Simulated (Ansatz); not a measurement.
**F3Si: rigid scan of one bond length**

How does the energy of F3Si change as one bond is stretched? Wanted for F3Si: a rigid scan of one bond length.

Program: the Python package of Ansatz 0.2.0. Level of theory: r2SCAN0/6-31G*. These are calculated values, not measurements.

**1. The system**

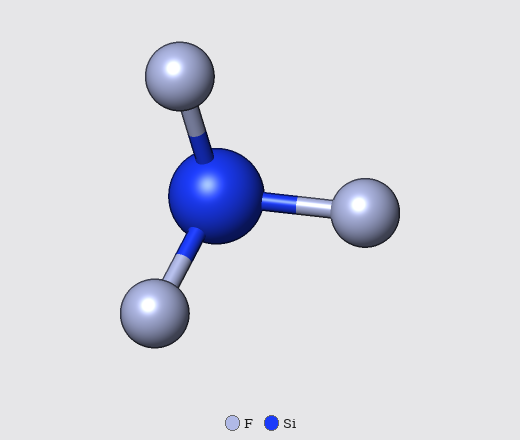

The structure that the script starts from, seen from a chosen angle (fluorine light blue, silicon blue).

The script holds or builds the structure itself.

**2. The script**

File scan.py:

```python
"""Stretching a bond of F3Si, the rest held rigid."""

from dataclasses import dataclass

import ansatz as az
import matplotlib.pyplot as plt
import numpy as np


@dataclass(frozen=True)
class Options:
    basis: str = "6-31G*"
    functional: str = "r2scan0"


opts = Options()

f3si = (
    az.Crystal.molecule()
    .atom("F", (0.78789, -0.50898, 1.11903))
    .atom("Si", (-0.32524, 0.24405, 0.26886))
    .atom("F", (-0.96275, -0.8891, -0.64685))
    .atom("F", (0.5001, 1.15403, -0.74104))
)

symbols = [site.symbol for site in f3si.cartesian_sites]
start = np.array([site.position_ang for site in f3si.cartesian_sites])
axis = (start[2] - start[1]) / np.linalg.norm(start[2] - start[1])
moving = [2]
lengths, energies = [1.35, 1.46, 1.59, 1.75, 1.99, 2.39, 2.86, 3.5], []
for length in lengths:
    xyz = start.copy()
    xyz[moving] += (length - np.linalg.norm(start[2] - start[1])) * axis
    point = az.Crystal.molecule()
    for symbol, place in zip(symbols, xyz):
        point = point.atom(symbol, place.tolist())
    calc = (
        point.calculation()
        .basis(gaussian=opts.basis)  # the orbital basis, by name
        .functional(opts.functional)
        .spin("collinear", total=1)  # two spin channels
    )
    r = calc.run(threads=1).report
    energies.append(r["free_energy_ev"])
    print(f"r = {length:6.3f} A  E = {energies[-1]:.5f} eV  <S^2> = {abs(r['mean_field']['state']['spin_squared']):.3f}")

print("energy above the lowest point (eV):", [round(e - min(energies), 3) for e in energies])
plt.figure(figsize=(4.5, 3))
plt.plot(lengths, np.array(energies) - min(energies), "o-")
plt.xlabel("bond length (A)")
plt.ylabel("E - E(min) (eV)")
plt.tight_layout()
plt.savefig("scan.png", dpi=100)
```

**3. The calls as engine input**

The package turns the script's settings into the engine's input (first run):

```yaml
crystal:
  periodic: [false, false, false]
  atoms:
    - { symbol: F, position_ang: [0.78789, -0.50898, 1.11903] }
    - { symbol: Si, position_ang: [-0.32524, 0.24405, 0.26886] }
    - { symbol: F, position_ang: [-0.8664286715223227, -0.7178924685660146, -0.508495458580581] }
    - { symbol: F, position_ang: [0.5001, 1.15403, -0.74104] }
basis:
  gaussian:
    orbitals: "6-31G*"
hamiltonian:
  xc: r2scan0
magnetization:
  spin_polarized: true
  initial_magnetization: 1.0
```

**4. The run**

Command:

```bash
$ python scan.py
```

What it wrote:

```text
r =  1.350 A  E = -16024.03447 eV  <S^2> = 0.751
r =  1.460 A  E = -16025.38638 eV  <S^2> = 0.751
r =  1.590 A  E = -16025.79293 eV  <S^2> = 0.752
r =  1.750 A  E = -16025.42317 eV  <S^2> = 0.752
r =  1.990 A  E = -16024.24682 eV  <S^2> = 0.756
r =  2.390 A  E = -16022.44751 eV  <S^2> = 0.808
r =  2.860 A  E = -16021.54791 eV  <S^2> = 0.797
r =  3.500 A  E = -16021.26934 eV  <S^2> = 0.753
energy above the lowest point (eV): [1.758, 0.407, 0.0, 0.37, 1.546, 3.345, 4.245, 4.524]
```

Run time: 30 s. Hardware: 1 thread of Intel Xeon 6975P-C (Granite Rapids), shared host; peak memory 0.3 GiB.

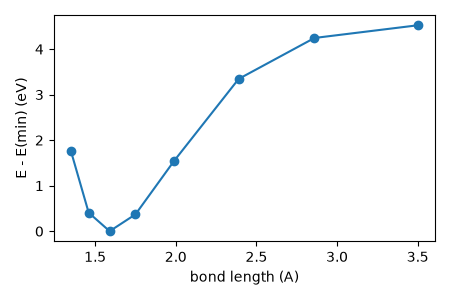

The script's own figure, scan.png.

**5. What changed from run to run**

The engine's inputs for some of the other runs:

Run 2, against run 1:

```diff
@@ -6 +6 @@
-    - { symbol: F, position_ang: [-0.8664286715223227, -0.7178924685660146, -0.508495458580581] }
+    - { symbol: F, position_ang: [-0.9105255262389563, -0.7962729660047269, -0.571835532983443] }
```

Run 5, against run 1:

```diff
@@ -6 +6 @@
-    - { symbol: F, position_ang: [-0.8664286715223227, -0.7178924685660146, -0.508495458580581] }
+    - { symbol: F, position_ang: [-1.1229921898736461, -1.173924453663977, -0.877019527833597] }
```

Run 7, against run 1:

```diff
@@ -6 +6 @@
-    - { symbol: F, position_ang: [-0.8664286715223227, -0.7178924685660146, -0.508495458580581] }
+    - { symbol: F, position_ang: [-1.4717582226324764, -1.7938429334065198, -1.3779819344744157] }
```

Lines on the test bed's own set-up are left out of the output.

**6. The runs side by side**

One row for each of the 8 runs:

| run | distance (Å) | energy from run 3 (eV) | <S²> | SCF cycles | CPU time (s) |
| --- | --- | --- | --- | --- | --- |
| 1 | 1.35 | 1.7585 | 0.75 | 17 | 2.3 |
| 2 | 1.46 | 0.4065 | 0.75 | 17 | 2.1 |
| 3 | 1.59 | 0.0000 | 0.75 | 17 | 2 |
| 4 | 1.75 | 0.3698 | 0.75 | 19 | 2.1 |
| 5 | 1.99 | 1.5461 | 0.76 | 21 | 2.2 |
| 6 | 2.39 | 3.3454 | 0.81 | 37 | 3.3 |
| 7 | 2.86 | 4.2450 | 0.80 | 54 | 5.1 |
| 8 | 3.50 | 4.5236 | 0.75 | 59 | 10 |

**7. What came out**

| quantity | value |
| --- | --- |
| runs compared | 8 |
| range of energy | 4.524 eV |
| lowest point, distance (Å) | 1.59 |

The curve has its lowest point inside the range, at 1.59. The ends stand 1.76 and 4.52 eV above it. The distance scanned is the script's pair 1, 2. The dearest, run 8 (distance 3.50), took some 5.1 times as long as run 3 (distance 1.59). The rest of the molecule is held rigid at a force-field or estimated start geometry, and the basis set is modest; single-reference methods fail as a bond breaks. The species is open-shell (spin multiplicity 2).
